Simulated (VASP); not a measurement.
Band structure of C (diamond). Level of theory: MS2 meta-GGA, VASP's PBE PAW potentials (set 64) (plane waves; VASP).

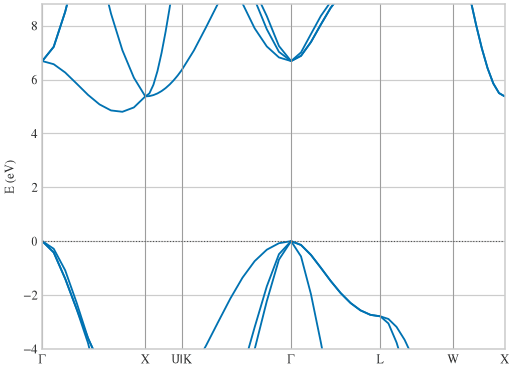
Figure: Bands along high-symmetry lines, zero at the valence-band maximum or, without a gap, the Fermi level

**Question.** Read the plot: is there a gap, and where are the band edges?

**Answer.** The gap is indirect, 4.80 eV, from the valence maximum at Γ to the conduction minimum at Γ-X at 0.78.

The compound is C in the diamond structure. It was relaxed first.
